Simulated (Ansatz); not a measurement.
# CH$_{3}$FZn···H$_{2}$S: what the fields show

The calculation's input:

```
crystal:
  periodic: [false, false, false]
  atoms:
    - { symbol: Zn, position_ang: [-0.198, -0.4155, -0.0535] }
    - { symbol: S, position_ang: [0.1546, -1.6892, 2.2481] }
    - { symbol: C, position_ang: [-0.086, 0.4734, -1.844] }
    - { symbol: H, position_ang: [-0.4241, 0.0045, 2.259] }
    - { symbol: F, position_ang: [-0.6671, 0.9276, 1.5306] }
    - { symbol: H, position_ang: [1.4166, -1.2786, 2.333] }
    - { symbol: H, position_ang: [-0.1305, 1.5355, -1.6381] }
    - { symbol: H, position_ang: [0.8454, 0.2419, -2.3454] }
    - { symbol: H, position_ang: [-0.9107, 0.2004, -2.4897] }
magnetization:
  spin_polarized: true
basis:
  gaussian: { orbitals: def2-SVP }
hamiltonian:
  xc: blyp
  dispersion: d4
relax:
  f_tol: 0.15
  max_steps: 25
  restrain:
    - { distance: [0, 4], at: 1.79, k: 30.0 }
    - { distance: [3, 1], at: 1.36, k: 30.0 }
    - { distance: [0, 1], at: 3.57, k: 30.0 }
    - { distance: [3, 4], at: 2.18, k: 30.0 }
output:
  orbitals: {}
```

Command:

```sh
ansatz run input.yaml --threads 4 --pin off --max-ram 5120MiB --backend cpu --events-out ev --progress --plain --runs-dir out
```

The fields are those of the relaxed geometry.

Level of theory: UKS BLYP-D4/def2-SVP (Ansatz 0.2.0).

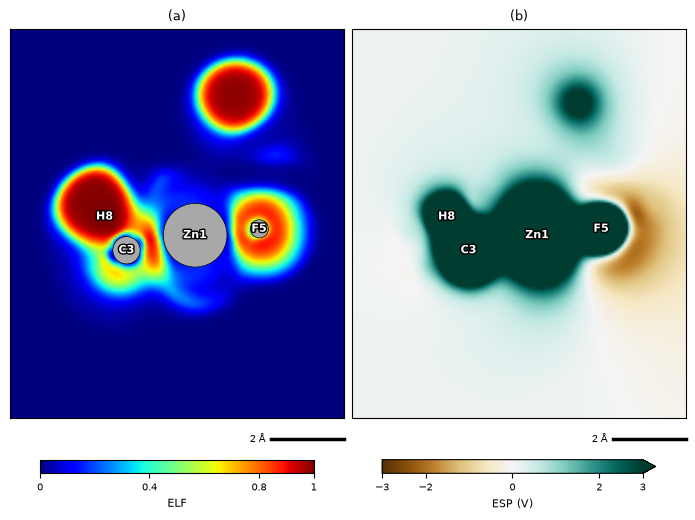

Figure 1. (a) ELF; (b) electrostatic potential on the plane of atoms Zn1, C3 and H8. Grey discs cover the atomic cores in the ELF map.

Q: Read the bonding off the picture.

A:
- Atoms in the plane: Zn, C, F and H.
- Zn–F (1.79 Å): the ELF peaks at about 0.80 in the valence shell of F, 0.5 Å from its nucleus, and is about 0.15 at the midpoint.
- C–Zn (1.94 Å): the ELF peaks at about 0.90 in the valence shell of C, 0.7 Å from its nucleus, and is about 0.45 at the midpoint.
- C–H (1.11 Å): the ELF climbs to about 1 towards the hydrogen, as it does in any bond to H; a covalent bond by its length.
- The ELF also peaks beside F5, away from the bonds: lone-pair regions.
- Outside the dense part of the complex the potential is most negative (−2.2 V) near F5.

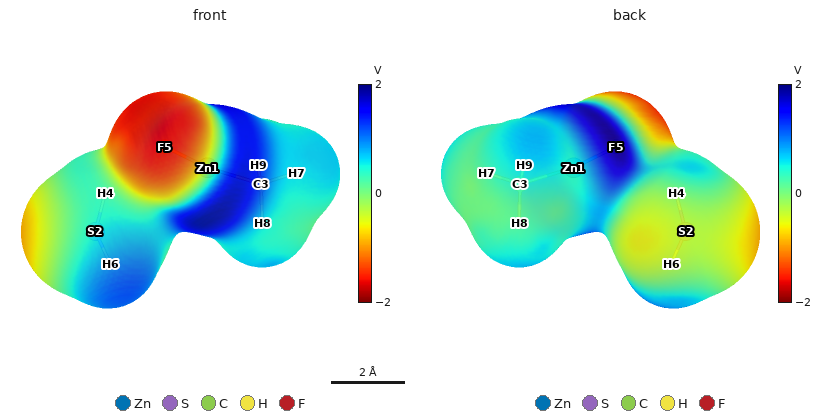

Figure 2. The molecular electrostatic potential painted on the density surface at 0.002 e/bohr³, seen from the front and from behind; red is negative and blue positive.

Q: Which sites attract a positive test charge, and which a negative one?

A: A positive charge is drawn to the negative regions and a negative charge to the positive ones. The most negative region (about −1.7 V) lies over F5, the most positive (about +1.9 V) over Zn1.

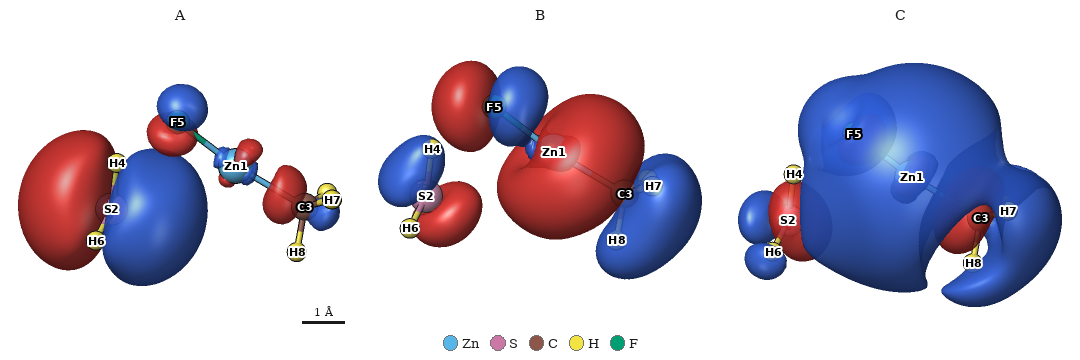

Figure 3. Three frontier orbitals at ±0.05 Å⁻³ᐟ² (blue and red are the two phases), in no order.

Q: Order the three orbitals by energy and name them.

A: B is the HOMO−1 (−7.10 eV). By Hirshfeld shares it lies mainly on C3 (about 35 %), Zn1 (about 25 %) and F5 (about 25 %). A is the HOMO (−5.76 eV). It lies mainly on S2 (about 85 %); largely a lone pair of S2. C is the LUMO (−1.14 eV). By Hirshfeld shares it lies mainly on Zn1 (about 55 %), C3 (about 15 %) and F5 (about 10 %).

Q: What is the HOMO–LUMO gap?

A: 4.62 eV between the orbital energies.
